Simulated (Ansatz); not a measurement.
# Geometry relaxation of SnH$_{4}$

The run: geometry relaxation of SnH$_{4}$. Method and program: RKS PBE0-D4/def2-TZVP (Ansatz 0.2.0).

Figures and captions count atoms from 1; the log counts them from 0 in places.

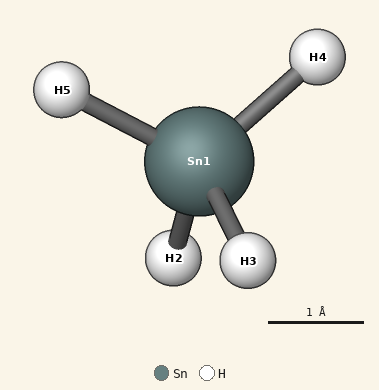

Fig. 1: The structure as given in the input (ball-and-stick view, seen at a tilt; atoms are numbered from 1 in the order of the input). Sticks mark near contacts. Bond lengths as drawn: H–Sn 1.70 to 1.72 Å.

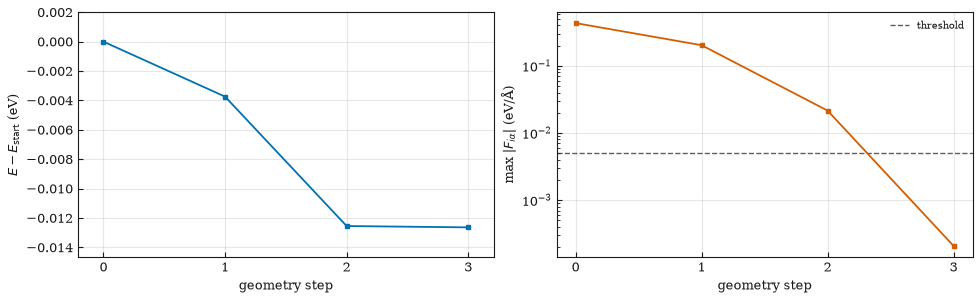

Fig. 2: Progress of the relaxation, step by step (the first geometry is step 0 here and step 1 in the log).

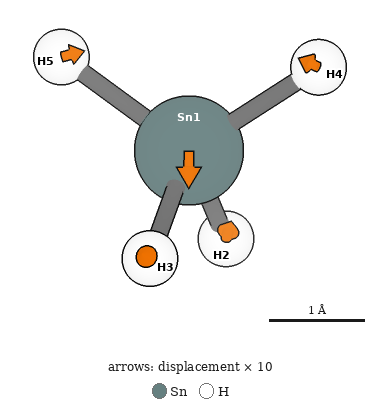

Fig. 3: The starting structure with the displacements as orange arrows, magnified 10 times (ball-and-stick view, seen at a tilt). The two geometries are laid on each other by the best rigid fit. The atom that moves furthest after the best rigid fit is Sn1 (0.042 Å). By element the largest moves are Sn 0.042 Å, H 0.030 Å. Among the contacts that change: Sn1–H2 1.717 → 1.704 Å, Sn1–H3 1.712 → 1.704 Å, Sn1–H4 1.697 → 1.704 Å. Among the angles that change: H2–Sn1–H3 105.5° → 109.5°, H4–Sn1–H5 113.2° → 109.5°. The energy falls by 0.013 eV in 3 geometry steps. Largest force component: 0.43 eV/Å at the start, 0.00021 eV/Å at the end. (Atoms are counted from 1 in the order of the input.)

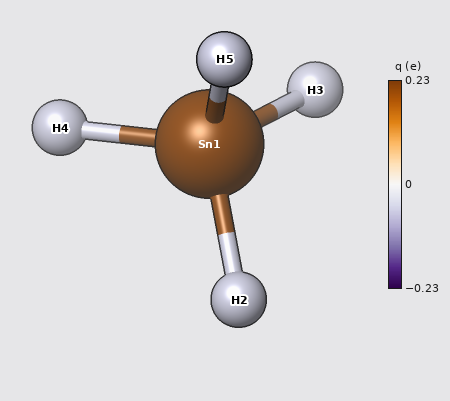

Fig. 4: Mulliken charges, as the colour of each atom (ball-and-stick view, seen at a tilt; atoms are numbered from 1 in the order of the input). By element: Sn +0.22 and H −0.06 e.

These pictures come from the run below.

Input:
```yaml
crystal:
  periodic: [false, false, false]
  atoms:
    - {symbol: Sn, position_ang: [-1.123245, 1.296407, -0.510896]}
    - {symbol: H, position_ang: [-0.518088, -0.199981, -1.097431]}
    - {symbol: H, position_ang: [-2.195254, 1.861821, -1.719376]}
    - {symbol: H, position_ang: [-1.989565, 1.037264, 0.924736]}
    - {symbol: H, position_ang: [0.150183, 2.402150, -0.331444]}
basis:
  gaussian: {orbitals: def2-TZVP}
hamiltonian: {xc: pbe0, dispersion: d4}
relax: {f_tol: 0.005, max_steps: 200}
```

Command:
```bash
ansatz run in.yaml --threads 4 --pin off --events-out ev --progress --plain --max-ram 9574MiB
```

The program's output:
```
Functional definition: PBE0
  name "PBE0"
  cite "Adamo & Barone, J. Chem. Phys. 110, 6158 (1999) doi:10.1063/1.478522"
  cite "Perdew, Burke & Ernzerhof, Phys. Rev. Lett. 77, 3865 (1996) doi:10.1103/PhysRevLett.77.3865"
  parent pbe
  parameter a = 0.25
  parameter kappa = 0.804
  parameter beta = 0.06672455060314922
  exchange = (1 - a)*pbe_x(kappa = kappa, mu = beta*pi^2/3) + a*exact_x
  correlation = pbe_c(beta = beta)
637 factors; their error is unknown
mean field evaluation 1: about -5895.4127 eV, gradient 1.0e1 eV
mean field evaluation 2: about -5895.6155 eV, gradient 5.3e0 eV
mean field evaluation 4: about -5895.6574 eV, gradient 4.8e-2 eV
mean field evaluation 8: about -5895.7344 eV, gradient 1.3e-2 eV
mean field -5895.73441691 eV, -216.6642435490 hartree, gradient 1.3e-5 eV, S^2 0.000000; 0 other end points of the search recorded, 0 dependent functions left out
the calculation of the forces begins
reference -5895.73445239 eV, -216.6642448529 hartree; 13, 13 occupied and 61, 61 virtual orbitals, 637 factors
relax step   1: F+E_penalty+E_count = -5895.77690816 eV  Δ(F+E_penalty+E_count) = +0.000e0 eV  max|allowed force component| = 4.323e-1 eV/Å  Δτ_max = 0.0000 Å  (21 SCF iters, accepted)
these checks for a lower state are left out or cut short: starts, cluster_reference, orbital_swaps, neighbouring_geometries, increment
637 factors; their error is unknown
mean field evaluation 16: about -5895.7381 eV, gradient 1.7e-1 eV
mean field -5895.73816121 eV, -216.6643811498 hartree, gradient 8.0e-6 eV, S^2 0.000000; 0 other end points of the search recorded, 0 dependent functions left out
the calculation of the forces begins
reference -5895.73819667 eV, -216.6643824526 hartree; 13, 13 occupied and 61, 61 virtual orbitals, 637 factors
relax step   2: F+E_penalty+E_count = -5895.78064678 eV  Δ(F+E_penalty+E_count) = -3.739e-3 eV  max|allowed force component| = 2.026e-1 eV/Å  Δτ_max = 0.0744 Å  (25 SCF iters, accepted)
these checks for a lower state are left out or cut short: starts, cluster_reference, orbital_swaps, neighbouring_geometries, increment
637 factors; their error is unknown
mean field -5895.74694917 eV, -216.6647041012 hartree, gradient 7.8e-6 eV, S^2 0.000000; 0 other end points of the search recorded, 0 dependent functions left out
the calculation of the forces begins
reference -5895.74698465 eV, -216.6647054049 hartree; 13, 13 occupied and 61, 61 virtual orbitals, 637 factors
relax step   3: F+E_penalty+E_count = -5895.78945206 eV  Δ(F+E_penalty+E_count) = -8.805e-3 eV  max|allowed force component| = 2.152e-2 eV/Å  Δτ_max = 0.0382 Å  (24 SCF iters, accepted)
these checks for a lower state are left out or cut short: starts, cluster_reference, orbital_swaps, neighbouring_geometries, increment
637 factors; their error is unknown
mean field evaluation 32: about -5895.7470 eV, gradient 1.8e-5 eV
mean field -5895.74704884 eV, -216.6647077640 hartree, gradient 1.8e-5 eV, S^2 0.000000; 0 other end points of the search recorded, 0 dependent functions left out
the calculation of the forces begins
reference -5895.74708432 eV, -216.6647090677 hartree; 13, 13 occupied and 61, 61 virtual orbitals, 637 factors
relax step   4: F+E_penalty+E_count = -5895.78954336 eV  Δ(F+E_penalty+E_count) = -9.130e-5 eV  max|allowed force component| = 2.078e-4 eV/Å  Δτ_max = 0.0021 Å  (18 SCF iters, accepted)
637 factors; their error is unknown
mean field -5895.74704884 eV, -216.6647077640 hartree, gradient 1.8e-5 eV, S^2 0.000000; 1 other end points of the search recorded, 0 dependent functions left out
the calculation of the forces begins
reference -5895.74708432 eV, -216.6647090677 hartree; 13, 13 occupied and 61, 61 virtual orbitals, 637 factors
Total energy: -5895.78957883 eV, -216.6662707125 hartree
Atom 0 at    -1.135198     1.279534    -0.546890 Å, force    -0.000011    -0.000144    -0.000154 eV/Å
Atom 1 at    -0.498598    -0.209111    -1.077430 Å, force    -0.000090     0.000174     0.000035 eV/Å
Atom 2 at    -2.211319     1.887296    -1.719667 Å, force     0.000178    -0.000076     0.000208 eV/Å
Atom 3 at    -1.966719     1.050292     0.922387 Å, force    -0.000085    -0.000010    -0.000014 eV/Å
Atom 4 at     0.135865     2.389650    -0.312812 Å, force     0.000009     0.000056    -0.000074 eV/Å
Dipole moment:    -0.000004     0.000003    -0.000006 e Å
```

Trajectory as extended XYZ (Å, eV, eV/Å), 4 frames, from step=1 to step=4:
```
5
Properties=species:S:1:pos:R:3:forces:R:3 step=1 energy=-5895.77691
Sn   -1.1232    1.2964   -0.5109   -0.1052  -0.2637  -0.4323
H    -0.5181   -0.2000   -1.0974    0.0070   0.1277   0.1395
H    -2.1953    1.8618   -1.7194    0.0260   0.0528   0.0967
H    -1.9896    1.0373    0.9247    0.0274   0.0374   0.1023
H     0.1502    2.4021   -0.3314    0.0447   0.0458   0.0939
5
Properties=species:S:1:pos:R:3:forces:R:3 step=2 energy=-5895.78065
Sn   -1.1457    1.2675   -0.5757    0.0525   0.1138   0.2026
H    -0.4744   -0.2230   -1.0547   -0.0681   0.0188  -0.0850
H    -2.2313    1.9183   -1.7206    0.0625  -0.1016   0.0004
H    -1.9474    1.0591    0.9169   -0.0464  -0.0326  -0.0477
H     0.1228    2.3758   -0.3003   -0.0006   0.0016  -0.0703
5
Properties=species:S:1:pos:R:3:forces:R:3 step=3 energy=-5895.78945
Sn   -1.1355    1.2797   -0.5473    0.0029  -0.0020   0.0032
H    -0.4994   -0.2074   -1.0770    0.0090  -0.0215  -0.0080
H    -2.2104    1.8863   -1.7191   -0.0160   0.0100  -0.0167
H    -1.9651    1.0508    0.9211   -0.0143  -0.0038   0.0205
H     0.1345    2.3882   -0.3122    0.0184   0.0172   0.0010
5
Properties=species:S:1:pos:R:3:forces:R:3 step=4 energy=-5895.78954
Sn   -1.1352    1.2795   -0.5469    0.0000  -0.0001  -0.0002
H    -0.4986   -0.2091   -1.0774   -0.0001   0.0002   0.0000
H    -2.2113    1.8873   -1.7197    0.0002  -0.0001   0.0002
H    -1.9667    1.0503    0.9224   -0.0001   0.0000   0.0000
H     0.1359    2.3897   -0.3128    0.0000   0.0001  -0.0001
```

Key numbers:

| quantity | value |
| --- | --- |
| outcome | converged |
| total energy | −5895.7896 eV |
| mean-field energy | −5895.7471 eV |
| dispersion energy | −0.0425 eV |
| SCF solution under orbital rotations | stable |
| largest force (length of the vector) at the end | under 0.001 eV/Å |
| dipole moment | 0.00 D |
| hardware | 4 threads of Arm Neoverse V2, 23 GiB of memory available, shared host |
| wall time | 1.6 s (CPU time 5.3 s) |
| peak memory | 0.43 GiB |
